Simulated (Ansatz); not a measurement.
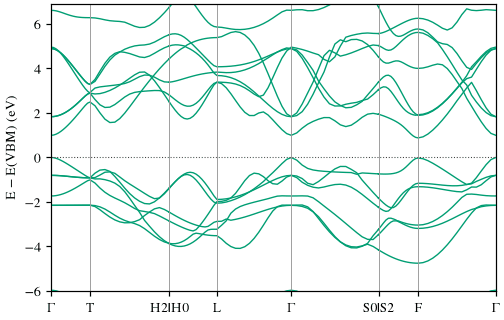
*Band structure from r²SCAN in the plane-wave PAW code Ansatz*

Read off the gap and where the band edges lie.

About 0.9 eV (0.88 eV by a search for the band edges); maximum at Γ, minimum at F.

The material is TePb2S in space group R-3m (No. 166; Te on 3b, Pb on 6c, S on 3a).

The workflow started from a Materials Project entry (that database holds measured and hypothetical structures alike); the Crystallography Open Database copy checked does not list it. Whether it is the stable phase at ambient conditions was not checked. Symmetry was held in the r²SCAN relaxation; whether a distortion lowers the energy is not shown. Spin–orbit coupling is left out wherever it is not named.

Potentials: the later of the program's two PAW sets.
